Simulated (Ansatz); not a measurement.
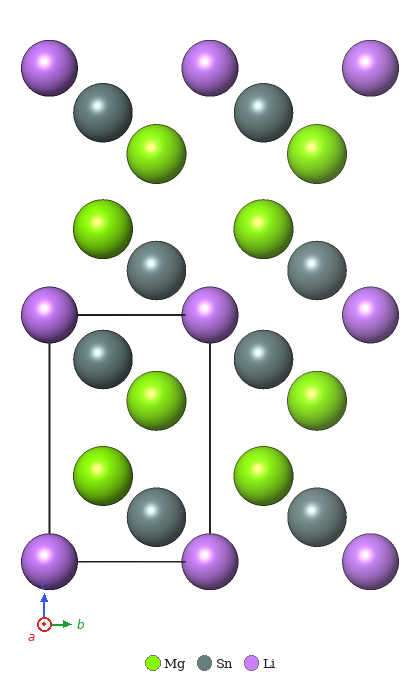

Projection along an edge of the hexagonal mesh, stacking direction c upwards. Every atom sits on one of the three columns of the mesh; call them A, B, C in the order in which they first turn up. The sequence starts with the first layer at or above the cell's origin.

The compound is LiMg₂Sn₂, taken as the end point of a relaxation with Ansatz 0.2.0, DFT, PAW plane waves, pbe; the starting structure was generated, so it need not be a known form of this composition.

Give the sequence of layers in one repeat, with element and column.

Li(A) – Sn(B) – Mg(C) – Mg(B) – Sn(C) (five layers in 6.36 Å).
